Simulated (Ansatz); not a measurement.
**AsH3: density, localisation and related maps**

```yaml
atoms:
  - { symbol: As, position_ang: [-0.2161, 0.4884, -0.3465] }
  - { symbol: H, position_ang: [0.3507, 0.6319, 1.0618] }
  - { symbol: H, position_ang: [-1.0706, -0.7070, 0.0612] }
  - { symbol: H, position_ang: [0.9360, -0.4133, -0.7764] }
```

Computed with RKS PBE0-D4/def2-SVP (Ansatz 0.2.0).

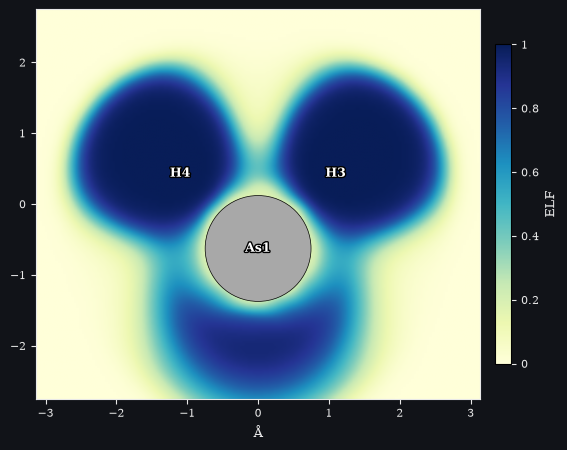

Figure 1. Electron localisation function on the plane of atoms H3, As1 and H4. Grey discs cover the atomic cores.

Q: Describe what can be read from this map.

A: Atoms in the plane: As and H. As–H (1.52 Å): the ELF climbs to about 1 towards the hydrogen, as it does in any bond to H. The ELF also peaks beside As1, away from the bonds: lone-pair regions.

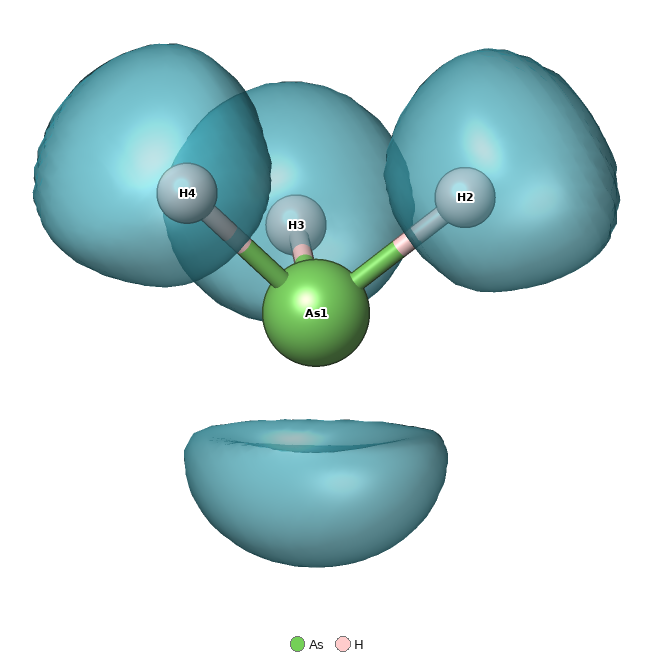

Figure 2. Isosurface of the electron localisation function at 0.9 (cyan), seen from one side. Core shells and regions of very low density are left out.

Q: Where are the electrons localised?

A: At this value the surface marks out three regions around hydrogen nuclei and one lobe on As, pointing away from the bonds (lone pairs).

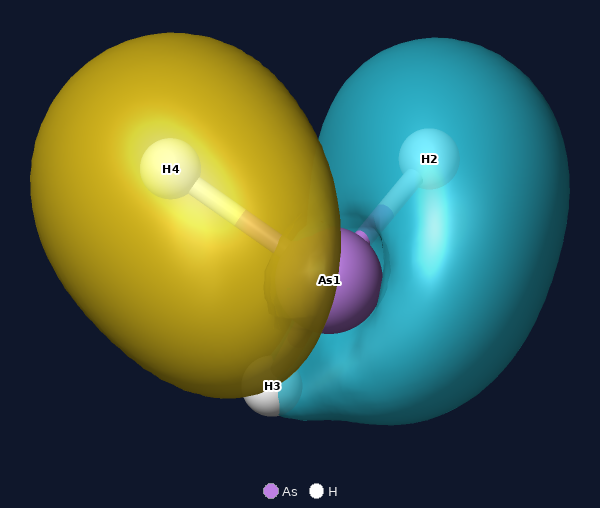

Figure 3. The HOMO−1 at ±0.1 Å⁻³ᐟ² (yellow and cyan are the two phases), seen at a tilt.

Q: What is the character of this orbital?

A: Its weight (Hirshfeld) is mainly on As1 (about 50 %), H2 (about 25 %) and H4 (about 25 %). It is one of a degenerate set, so its orientation is arbitrary. Its energy is −10.23 eV.
